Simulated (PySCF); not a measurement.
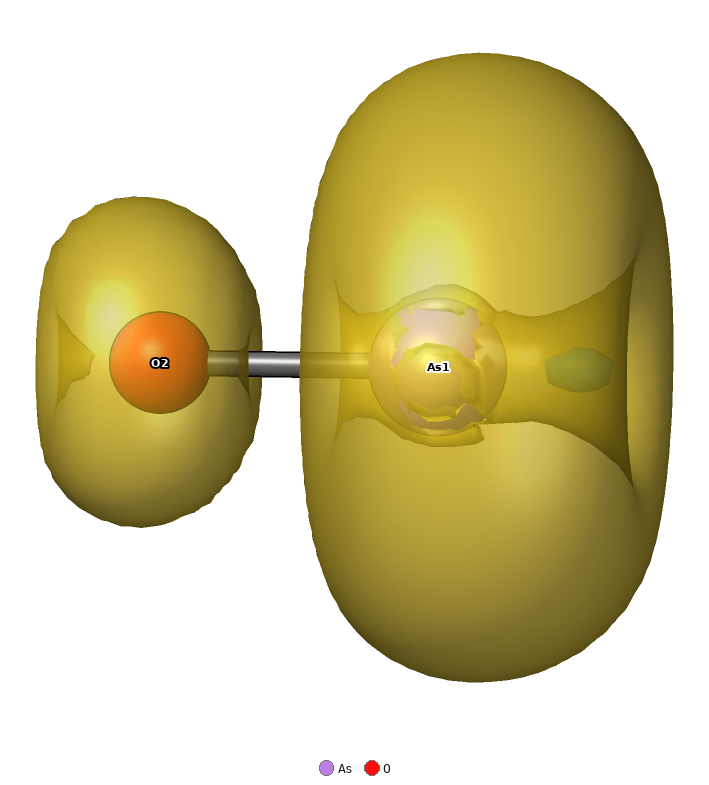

Figure 1: AsO (charge −1, triplet). Isosurfaces of the spin density at +0.02 (yellow) and −0.02 e/Å³ (cyan), seen from one side.

All numbers below come from PBE0/aug-cc-pVDZ-DK/X2C, spin-free X2C-1e, Gaussian nucleus, at a bond length of 1.710 Å in PySCF.

> Where is the unpaired spin?

The unpaired spin (2 electrons) lies mostly on As1 (about 1.5) and O2 (about 0.5), in electrons by Hirshfeld's partition.
